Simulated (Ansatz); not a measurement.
# C₂H₁₁GeNSi: shape, modes and thermochemistry

The task is to find a stationary geometry of C₂H₁₁GeNSi, then compute its harmonic vibrations to see whether it is a minimum and to get the zero-point energy and entropy.

Method: RKS PBE0-D4/def2-TZVP; program: Ansatz 0.2.0, Gaussian basis.

Levels to be run: relaxation at PBE-D4/def2-SVP; relaxation at PBE0-D4/def2-TZVP; harmonic vibrations at the same level.

1 further run of the same task is left out (set aside as unsound or not needed). Runs told in other sessions of the task aren't counted.

## (1) Starting geometry

SMILES `C[SiH2][N](C)[GeH3]`, 16 atoms, charge 0, spin multiplicity 1.

Atoms are counted from 1 here; the program's logs count them from 0.

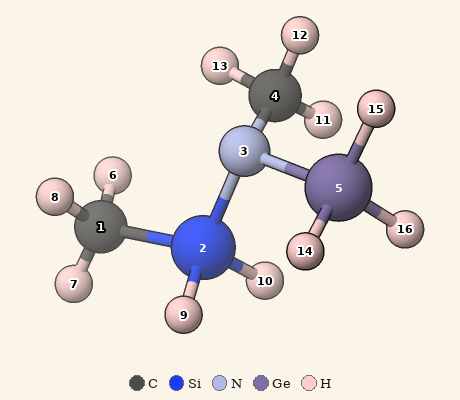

The starting geometry (carbon dark grey, silicon blue, nitrogen light blue, germanium purple, hydrogen pink); atoms are numbered from 1 in the order of the file.

Coordinates:

```mol
C2H11GeNSi
  3D, bonds by distance, orders not assigned

 16 15  0  0  0  0  0  0  0  0999 V2000
   -0.2758   -0.9786    2.2680 C   0  0
    0.6657   -0.5382    0.7247 Si  0  0
   -0.2109    0.7159   -0.2687 N   0  0
   -1.3091    0.1530   -0.8621 C   0  0
    0.9957    1.2157   -1.6409 Ge  0  0
   -1.2918   -1.3760    1.9645 H   0  0
    0.2710   -1.6443    2.8919 H   0  0
   -0.4731    0.0156    2.8208 H   0  0
    1.9867   -0.0052    1.1863 H   0  0
    0.8639   -1.7560   -0.0471 H   0  0
   -1.1566   -0.7421   -1.4707 H   0  0
   -1.8697    0.9152   -1.4691 H   0  0
   -2.1520   -0.1293   -0.0826 H   0  0
    2.2546    1.8412   -0.9896 H   0  0
    0.3078    2.2697   -2.5168 H   0  0
    1.3704    0.0209   -2.4643 H   0  0
  1  2  8  0
  2  3  8  0
  3  4  8  0
  3  5  8  0
  1  6  8  0
  1  7  8  0
  1  8  8  0
  2  9  8  0
  2 10  8  0
  4 11  8  0
  4 12  8  0
  4 13  8  0
  5 14  8  0
  5 15  8  0
  5 16  8  0
M  END
```

The start is a force-field geometry with small random shifts, so a cheaper pass at PBE-D4/def2-SVP comes first.

## (2) Geometry optimisation, PBE-D4/def2-SVP (cheap first pass)

in.yaml

```yaml
crystal:
  periodic: [false, false, false]
  atoms:
    - {symbol: C, position_ang: [-0.275800, -0.978600, 2.268000]}
    - {symbol: Si, position_ang: [0.665700, -0.538200, 0.724700]}
    - {symbol: N, position_ang: [-0.210900, 0.715900, -0.268700]}
    - {symbol: C, position_ang: [-1.309100, 0.153000, -0.862100]}
    - {symbol: Ge, position_ang: [0.995700, 1.215700, -1.640900]}
    - {symbol: H, position_ang: [-1.291800, -1.376000, 1.964500]}
    - {symbol: H, position_ang: [0.271000, -1.644300, 2.891900]}
    - {symbol: H, position_ang: [-0.473100, 0.015600, 2.820800]}
    - {symbol: H, position_ang: [1.986700, -0.005200, 1.186300]}
    - {symbol: H, position_ang: [0.863900, -1.756000, -0.047100]}
    - {symbol: H, position_ang: [-1.156600, -0.742100, -1.470700]}
    - {symbol: H, position_ang: [-1.869700, 0.915200, -1.469100]}
    - {symbol: H, position_ang: [-2.152000, -0.129300, -0.082600]}
    - {symbol: H, position_ang: [2.254600, 1.841200, -0.989600]}
    - {symbol: H, position_ang: [0.307800, 2.269700, -2.516800]}
    - {symbol: H, position_ang: [1.370400, 0.020900, -2.464300]}
basis:
  gaussian: {orbitals: def2-SVP}
hamiltonian: {xc: pbe, dispersion: d4}
relax: {f_tol: 0.03, max_steps: 200}
```

On the command line:

```bash
$ ansatz run in.yaml --threads 4 --pin off --events-out ev --progress --plain --max-ram 11315MiB
```

The log of the run, shortened:

```text
Functional definition: PBE
  name "PBE"
  cite "Perdew, Burke & Ernzerhof, Phys. Rev. Lett. 77, 3865 (1996) doi:10.1103/PhysRevLett.77.3865"
  parent pbe
[...]
1673 factors; their error is unknown
[...]
mean field -68108.69698705 eV, -2502.9484485413 hartree, gradient 5.3e-5 eV, S^2 0.000000; 0 other end points of the search recorded, 0 dependent functions left out
[...]
reference -68108.69702961 eV, -2502.9484501053 hartree; 38, 38 occupied and 109, 109 virtual orbitals, 1673 factors
relax step   1: F+E_penalty+E_count = -68109.08905666 eV  Δ(F+E_penalty+E_count) = +0.000e0 eV  max|allowed force component| = 5.036e0 eV/Å  Δτ_max = 0.0000 Å  (29 SCF iters, accepted)
[...]
relax step   4: F+E_penalty+E_count = -68109.78474456 eV  Δ(F+E_penalty+E_count) = -4.319e-2 eV  max|allowed force component| = 3.025e-1 eV/Å  Δτ_max = 0.1999 Å  (29 SCF iters, accepted)
[...]
relax step   7: F+E_penalty+E_count = -68109.81497626 eV  Δ(F+E_penalty+E_count) = -8.242e-3 eV  max|allowed force component| = 4.571e-2 eV/Å  Δτ_max = 0.1000 Å  (30 SCF iters, accepted)
[...]
relax step  10: F+E_penalty+E_count = -68109.82125202 eV  Δ(F+E_penalty+E_count) = -1.361e-3 eV  max|allowed force component| = 2.744e-2 eV/Å  Δτ_max = 0.0511 Å  (30 SCF iters, accepted)
[...]
Total energy: -68109.82252932 eV, -2502.9898114566 hartree
Atom 0 at    -0.332811    -0.710796     2.321312 Å, force     0.019472    -0.005685    -0.006234 eV/Å
Atom 1 at     0.702843    -0.768119     0.742336 Å, force    -0.015617     0.011647     0.006637 eV/Å
Atom 2 at     0.005780     0.233046    -0.525183 Å, force    -0.005219    -0.010409    -0.013903 eV/Å
Atom 3 at    -1.342769    -0.069824    -1.005215 Å, force    -0.014752    -0.008375     0.002276 eV/Å
Atom 4 at     1.020059     1.343591    -1.621677 Å, force     0.000610    -0.001978    -0.003146 eV/Å
Atom 5 at    -1.344686    -1.139256     2.169664 Å, force     0.005546     0.008713    -0.002501 eV/Å
Atom 6 at     0.164257    -1.307539     3.114428 Å, force    -0.010091     0.002128    -0.000035 eV/Å
Atom 7 at    -0.445172     0.330575     2.684873 Å, force    -0.000904    -0.006349    -0.004002 eV/Å
Atom 8 at     2.086390    -0.232526     0.995193 Å, force    -0.004081    -0.001864    -0.000902 eV/Å
Atom 9 at     0.824148    -2.219610     0.323966 Å, force     0.003862     0.003018     0.001303 eV/Å
Atom 10 at    -1.365973    -0.826933    -1.827580 Å, force    -0.000393     0.023669     0.021325 eV/Å
Atom 11 at    -1.850973     0.845111    -1.385822 Å, force     0.003237    -0.020215     0.007890 eV/Å
Atom 12 at    -1.980978    -0.463581    -0.183207 Å, force     0.019001     0.011057    -0.024487 eV/Å
Atom 13 at     2.324883     1.693207    -0.866123 Å, force    -0.012376     0.000608    -0.013319 eV/Å
Atom 14 at     0.161660     2.611513    -1.906184 Å, force     0.017575    -0.022906     0.004008 eV/Å
Atom 15 at     1.350141     0.658640    -2.986481 Å, force    -0.005870     0.016941     0.025090 eV/Å
Dipole moment:    -0.174457     0.032991     0.031330 e Å
```

It took 11 s on 4 threads of AMD EPYC 9R45, shared host.

Step by step: (the energy doesn't fall at every step)

```csv
step,energy from step 1 (eV),largest force component (eV/Å)
1,0.0000,5.0363
2,-0.5354,1.8055
3,-0.6525,0.3182
4,-0.6957,0.3025
5,-0.6417,0.6266
6,-0.7177,0.1029
7,-0.7259,0.0457
8,-0.7290,0.0916
9,-0.7308,0.0589
10,-0.7322,0.0274
11,-0.7329,0.0270
12,-0.7334,0.0251
```

The force was under the threshold of 0.03 eV/Å already at step 10, but the program went on to step 12.

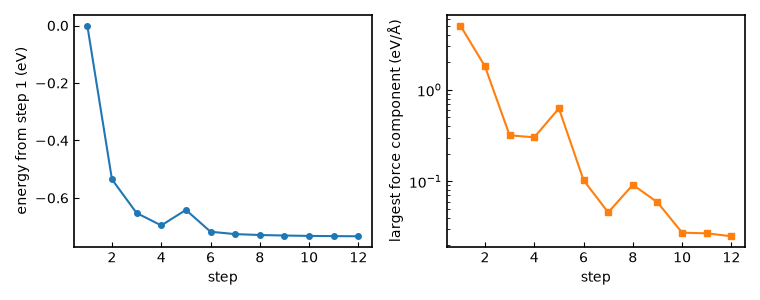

Energy and force, step by step.

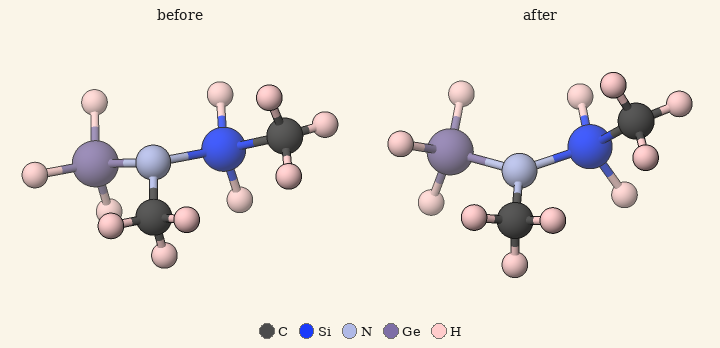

The geometry before (left) and after (right).

Distances of close pairs at the start and the end, largest changes first:

```csv
bond,before (Å),after (Å),change (Å)
N3–C4,1.369,1.463,+0.094
C4–H13,1.182,1.113,-0.070
Si2–N3,1.824,1.759,-0.065
Ge5–H16,1.499,1.562,+0.064
Si2–H10,1.455,1.515,+0.060
C1–H7,1.064,1.110,+0.046
C1–H8,1.155,1.109,-0.046
N3–Ge5,1.894,1.861,-0.033
```

## (3) Geometry optimisation, PBE0-D4/def2-TZVP

in.yaml

```yaml
crystal:
  periodic: [false, false, false]
  atoms:
    - {symbol: C, position_ang: [-0.332811, -0.710796, 2.321312]}
    - {symbol: Si, position_ang: [0.702843, -0.768119, 0.742336]}
    - {symbol: N, position_ang: [0.005780, 0.233046, -0.525183]}
    - {symbol: C, position_ang: [-1.342769, -0.069824, -1.005215]}
    - {symbol: Ge, position_ang: [1.020059, 1.343591, -1.621677]}
    - {symbol: H, position_ang: [-1.344686, -1.139256, 2.169664]}
    - {symbol: H, position_ang: [0.164257, -1.307539, 3.114428]}
    - {symbol: H, position_ang: [-0.445172, 0.330575, 2.684873]}
    - {symbol: H, position_ang: [2.086390, -0.232526, 0.995193]}
    - {symbol: H, position_ang: [0.824148, -2.219610, 0.323966]}
    - {symbol: H, position_ang: [-1.365973, -0.826933, -1.827580]}
    - {symbol: H, position_ang: [-1.850973, 0.845111, -1.385822]}
    - {symbol: H, position_ang: [-1.980978, -0.463581, -0.183207]}
    - {symbol: H, position_ang: [2.324883, 1.693207, -0.866123]}
    - {symbol: H, position_ang: [0.161660, 2.611513, -1.906184]}
    - {symbol: H, position_ang: [1.350141, 0.658640, -2.986481]}
basis:
  gaussian: {orbitals: def2-TZVP}
hamiltonian: {xc: pbe0, dispersion: d4}
relax: {f_tol: 0.005, max_steps: 150}
```

Same command.

The log of the run, shortened:

```text
Functional definition: PBE0
  name "PBE0"
  cite "Adamo & Barone, J. Chem. Phys. 110, 6158 (1999) doi:10.1063/1.478522"
  cite "Perdew, Burke & Ernzerhof, Phys. Rev. Lett. 77, 3865 (1996) doi:10.1103/PhysRevLett.77.3865"
  parent pbe
[...]
1668 factors; their error is unknown
[...]
mean field -68126.55274259 eV, -2503.6046354543 hartree, gradient 2.1e-5 eV, S^2 0.000000; 0 other end points of the search recorded, 0 dependent functions left out
[...]
reference -68126.55278289 eV, -2503.6046369352 hartree; 38, 38 occupied and 206, 206 virtual orbitals, 1668 factors
relax step   1: F+E_penalty+E_count = -68126.87607511 eV  Δ(F+E_penalty+E_count) = +0.000e0 eV  max|allowed force component| = 5.054e-1 eV/Å  Δτ_max = 0.0000 Å  (28 SCF iters, accepted)
[...]
Atom 6 at     0.085360    -0.927806     3.160979 Å, force    -0.000268    -0.000022     0.000263 eV/Å
Atom 7 at    -0.114474     0.707720     2.512296 Å, force     0.000119     0.000187    -0.000224 eV/Å
Atom 8 at     2.076576    -0.598302     0.890955 Å, force     0.000722     0.000020     0.000242 eV/Å
Atom 9 at     0.400670    -2.338083     0.559873 Å, force    -0.000238    -0.001027    -0.000379 eV/Å
Atom 10 at    -1.255143    -0.341359    -2.286814 Å, force     0.000550    -0.000527    -0.000342 eV/Å
Atom 11 at    -1.996472     0.364315    -0.842782 Å, force     0.000402     0.000372     0.000300 eV/Å
Atom 12 at    -1.563166    -1.349469    -0.879307 Å, force    -0.000179    -0.000309     0.000477 eV/Å
Atom 13 at     2.367984     1.446861    -0.862059 Å, force     0.000064    -0.000183    -0.000155 eV/Å
Atom 14 at     0.183247     2.676045    -1.174655 Å, force    -0.000628     0.001571     0.000801 eV/Å
Atom 15 at     0.985457     1.134935    -2.973267 Å, force     0.000683    -0.000413    -0.001545 eV/Å
Dipole moment:    -0.168480     0.083573     0.004459 e Å
```

It took 82 s on 4 threads of AMD EPYC 9R45, shared host; peak memory 0.88 GiB.

The steps of the relaxation: (not every step is listed) (the energy doesn't fall at every step)

```csv
step,energy from step 1 (eV),largest force component (eV/Å)
1,0.0000,0.5054
2,-0.0630,0.2469
3,-0.0713,0.0588
4,-0.0715,0.0218
5,-0.0718,0.0219
6,-0.0721,0.0476
7,-0.0722,0.0282
8,-0.0725,0.0203
9,-0.0728,0.0358
11,-0.0730,0.0421
13,-0.0733,0.0143
15,-0.0734,0.0222
17,-0.0737,0.0405
19,-0.0744,0.1089
21,-0.0757,0.0373
23,-0.0516,0.4861
25,-0.0774,0.0959
27,-0.0792,0.0966
29,-0.0803,0.1689
31,-0.0822,0.0485
32,-0.0824,0.0258
33,-0.0826,0.0114
34,-0.0826,0.0057
35,-0.0826,0.0022
36,-0.0826,0.0031
```

The force was under the threshold of 0.005 eV/Å already at step 35, but the program went on to step 36.

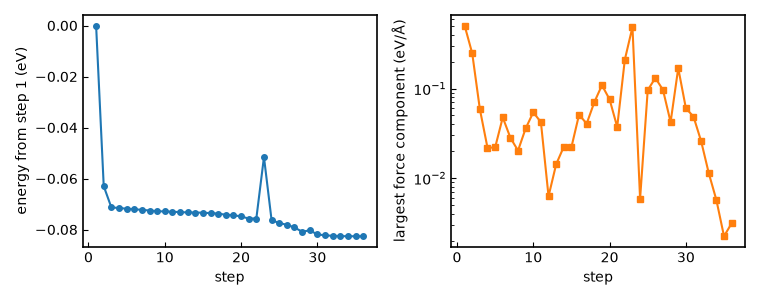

Energy and largest force along the relaxation.

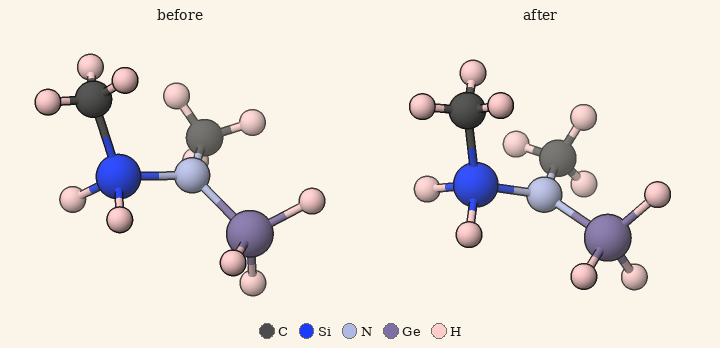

The geometry before (left) and after (right).

Close pairs (by a distance rule), those that changed most:

```csv
bond,before (Å),after (Å),change (Å)
Si2–N3,1.759,1.722,-0.037
N3–Ge5,1.861,1.838,-0.024
Si2–H10,1.515,1.493,-0.022
C4–H11,1.118,1.096,-0.022
Ge5–H16,1.562,1.541,-0.021
C1–Si2,1.889,1.870,-0.019
C4–H13,1.113,1.095,-0.017
Si2–H9,1.505,1.488,-0.017
```

Mulliken charges of the relaxed molecule (report file):

C1 -0.49; Si2 0.26; N3 -0.31; C4 -0.31; Ge5 0.13; H6 0.14; H7 0.14; H8 0.14; H9 -0.04; H10 -0.04; H11 0.13; H12 0.13; H13 0.13; H14 0.02; H15 -0.01; H16 0.00

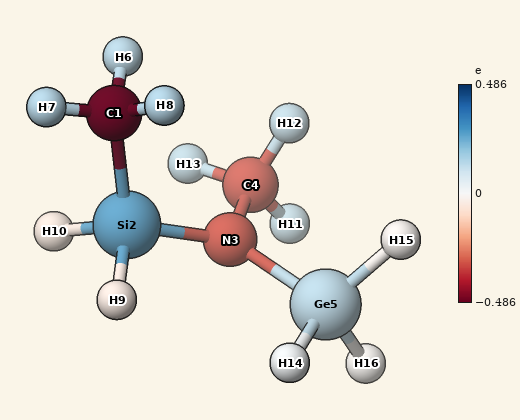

Mulliken charges of the relaxed molecule (report file), as colours on the atoms.

## (4) Harmonic vibrations

in.yaml

```yaml
crystal:
  periodic: [false, false, false]
  atoms:
    - {symbol: C, position_ang: [-0.272902, -0.352981, 2.302106]}
    - {symbol: Si, position_ang: [0.621575, -0.872955, 0.744722]}
    - {symbol: N, position_ang: [0.092382, -0.063083, -0.679828]}
    - {symbol: C, position_ang: [-1.239374, -0.350651, -1.190925]}
    - {symbol: Ge, position_ang: [0.954159, 1.365955, -1.449649]}
    - {symbol: H, position_ang: [-1.349080, -0.523646, 2.212655]}
    - {symbol: H, position_ang: [0.085360, -0.927806, 3.160979]}
    - {symbol: H, position_ang: [-0.114474, 0.707720, 2.512296]}
    - {symbol: H, position_ang: [2.076576, -0.598302, 0.890955]}
    - {symbol: H, position_ang: [0.400670, -2.338083, 0.559873]}
    - {symbol: H, position_ang: [-1.255143, -0.341359, -2.286814]}
    - {symbol: H, position_ang: [-1.996472, 0.364315, -0.842782]}
    - {symbol: H, position_ang: [-1.563166, -1.349469, -0.879307]}
    - {symbol: H, position_ang: [2.367984, 1.446861, -0.862059]}
    - {symbol: H, position_ang: [0.183247, 2.676045, -1.174655]}
    - {symbol: H, position_ang: [0.985457, 1.134935, -2.973267]}
basis:
  gaussian: {orbitals: def2-TZVP}
hamiltonian: {xc: pbe0, dispersion: d4}
phonons: {temperatures: {t_min: 298.15, t_max: 900, t_step: 200}}
```

Same command.

The log of the run, shortened:

```text
Functional definition: PBE0
  name "PBE0"
  cite "Adamo & Barone, J. Chem. Phys. 110, 6158 (1999) doi:10.1063/1.478522"
  cite "Perdew, Burke & Ernzerhof, Phys. Rev. Lett. 77, 3865 (1996) doi:10.1103/PhysRevLett.77.3865"
  parent pbe
[...]
1668 factors; their error is unknown
[...]
mean field -68126.63055728 eV, -2503.6074950914 hartree, gradient 2.0e-5 eV, S^2 0.000000; 0 other end points of the search recorded, 0 dependent functions left out
[...]
reference -68126.63059679 eV, -2503.6074965432 hartree; 38, 38 occupied and 206, 206 virtual orbitals, 1668 factors
[...]
1668 factors; their error is unknown
mean field -68126.63040147 eV, -2503.6074893653 hartree, gradient 2.9e-6 eV, S^2 0.000000; 0 other end points of the search recorded, 0 dependent functions left out
[...]
reference -68126.63044097 eV, -2503.6074908171 hartree; 38, 38 occupied and 206, 206 virtual orbitals, 1668 factors
[...]
Atom 6 at     0.085360    -0.927806     3.160979 Å, force    -0.000271    -0.000040     0.000235 eV/Å
Atom 7 at    -0.114474     0.707720     2.512296 Å, force     0.000111     0.000211    -0.000225 eV/Å
Atom 8 at     2.076576    -0.598302     0.890955 Å, force     0.000748    -0.000033     0.000317 eV/Å
Atom 9 at     0.400670    -2.338083     0.559873 Å, force    -0.000189    -0.001086    -0.000282 eV/Å
Atom 10 at    -1.255143    -0.341359    -2.286814 Å, force     0.000537    -0.000498    -0.000364 eV/Å
Atom 11 at    -1.996472     0.364315    -0.842782 Å, force     0.000214     0.000441     0.000175 eV/Å
Atom 12 at    -1.563166    -1.349469    -0.879307 Å, force    -0.000158    -0.000335     0.000506 eV/Å
Atom 13 at     2.367984     1.446861    -0.862059 Å, force     0.000145    -0.000002    -0.000293 eV/Å
Atom 14 at     0.183247     2.676045    -1.174655 Å, force    -0.000621     0.001584     0.000799 eV/Å
Atom 15 at     0.985457     1.134935    -2.973267 Å, force     0.000697    -0.000403    -0.001531 eV/Å
Dipole moment:    -0.168481     0.083569     0.004463 e Å
[...]
```

Run time: 2.8 min. Hardware: 4 threads of AMD EPYC 9R45, shared host; peak memory 0.88 GiB.

Motions are named by where the mode's potential energy lies. The modes, unscaled (a negative number is an imaginary wavenumber):

```csv
mode,cm⁻¹,motion
1,39,torsion
2,73,torsion
3,124,torsion
4,139,torsion
5,155,torsion
6,200,bend with torsion
7,238,bend
8,269,bend
9,467,Ge–N stretch with torsion
10,506,bend with torsion
11,603,bend
12,625,bend
13,685,Si–C stretch with bend
14,741,bend with wag or twist
15,749,bend
16,832,bend
17,861,bend with wag or twist
18,882,bend with wag or twist
19,890,bend with wag or twist
20,924,bend with wag or twist
21,933,wag or twist with bend
22,949,bend with Si–N stretch
23,1136,bend
24,1146,C–N stretch with bend
25,1216,bend
26,1273,bend
27,1446,bend
28,1448,bend
29,1460,bend
30,1487,bend
31,1505,bend
32,2116,Ge–H stretch
33,2136,Ge–H stretch
34,2180,Ge–H stretch
35,2183,Si–H stretch
36,2217,Si–H stretch
37,2997,C–H stretch
38,3044,C–H stretch
39,3052,C–H stretch
40,3080,C–H stretch
41,3127,C–H stretch
42,3132,C–H stretch
```

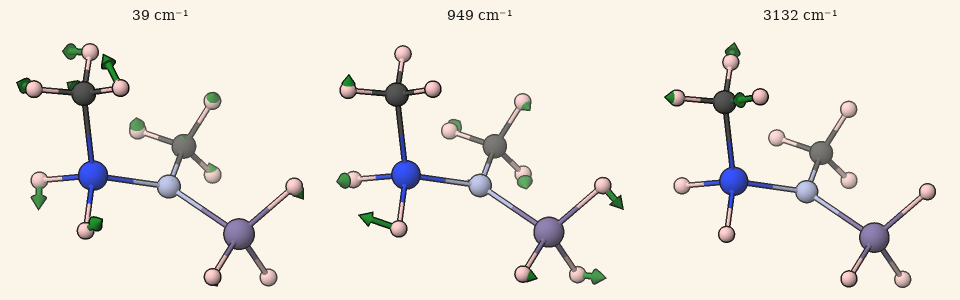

Displacements of 3 modes, as arrows.

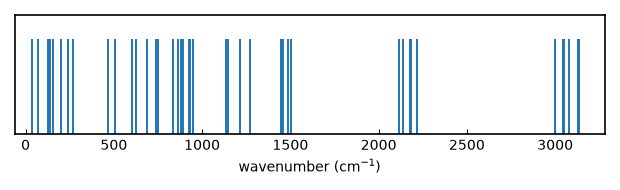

The harmonic wavenumbers as sticks (no intensities were computed).

Ideal gas, rigid rotor and harmonic oscillator at 298.15 K and 1 bar, with symmetry number 1:

```csv
term,value
zero-point energy,76.1 kcal/mol
H(298) − E,82.7 kcal/mol
"entropy, translation",171.3 J/(mol K)
"entropy, rotation",118.8 J/(mol K)
"entropy, vibration",116.0 J/(mol K)
"entropy, total",406.2 J/(mol K)
```

## (5) Results

```
                  quantity            value
               point group               C1
                     steps          12 + 36
shift from the start (rms)          0.905 Å
              total energy   -68126.9587 eV
           dispersion term         -328 meV
             dipole moment           0.90 D
lowest, highest wavenumber    39, 3132 cm⁻¹
         zero-point energy    76.1 kcal/mol
       entropy at 298.15 K  406.2 J/(mol K)
```

In words: The relaxed geometry lies 0.90 Å (rms) from the start; the bond that changed most is Si2–N3, from 1.824 to 1.722 Å. All wavenumbers are real, so the end point is a minimum. The stiffest mode, 3132 cm⁻¹, is a C–H stretch, and 6 modes under 200 cm⁻¹ make the vibrational entropy uncertain. Harmonic hybrid wavenumbers usually lie a few per cent above measured fundamentals. The largest Mulliken charge, -0.49 e, sits on C1.
